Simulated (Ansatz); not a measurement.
# H2Si: the cost of one run

Program: Ansatz 0.2.0, Gaussian basis. Level of theory: def2-QZVPP, all electrons in the functionals, frozen cores in the correlation of double hybrids and RPA. These are calculated values, not measurements.

To be run: wB97M-V, B2PLYP, at charge 0, triplet; charge 0, singlet; charge 0, quintet; charge 1, doublet; charge 1, quartet.

2 further runs of the same task are left out: 2 set aside as unsound or not needed.

## 1. The geometry

The geometry is a PBE0/def2-TZVP stationary point (not a proven minimum).

3 atoms, charge 0, spin multiplicity 3.

Atoms are counted from 1 here; the program's logs count them from 0.

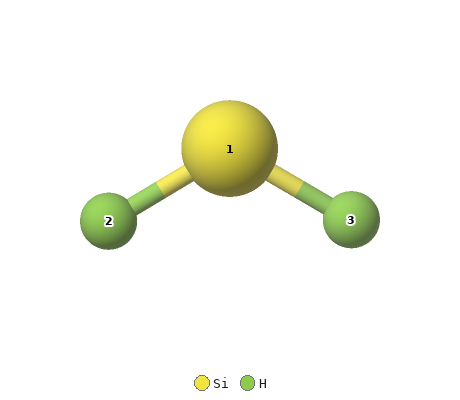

The geometry (silicon yellow, hydrogen green); atoms are numbered from 1 in the order of the file.

No dispersion term is added; wB97M-V holds VV10 nonlocal correlation.

The geometry shown and the zero of energy belong to the point charge 0, triplet. The yardstick, UCCSD(T), and other wave-function levels (R restricted, U unrestricted, valence and pair active spaces) come from earlier runs.

## 2. wB97M-V, charge 0, triplet

in.yaml

```yaml
crystal:
  periodic: [false, false, false]
  atoms:
    - {symbol: Si, position_ang: [0.000000, -0.050740, 0.000000]}
    - {symbol: H, position_ang: [0.000000, 0.706913, -1.278374]}
    - {symbol: H, position_ang: [0.000000, 0.706912, 1.278374]}
basis:
  gaussian: {orbitals: "def2-QZVPP.json"}
magnetization: {spin_polarized: true, initial_magnetization: 2}
hamiltonian: {xc: {name: wB97M-V}}
output: {orbitals: {seedname: orbitals}}
```

Started as:

```bash
> ansatz run in.yaml --threads 1 --pin off --events-out ev --progress --plain --max-ram 2393MiB
```

**Question.** How long does this run take on 1 thread of Arm Neoverse V2, shared host?

About 6 s.
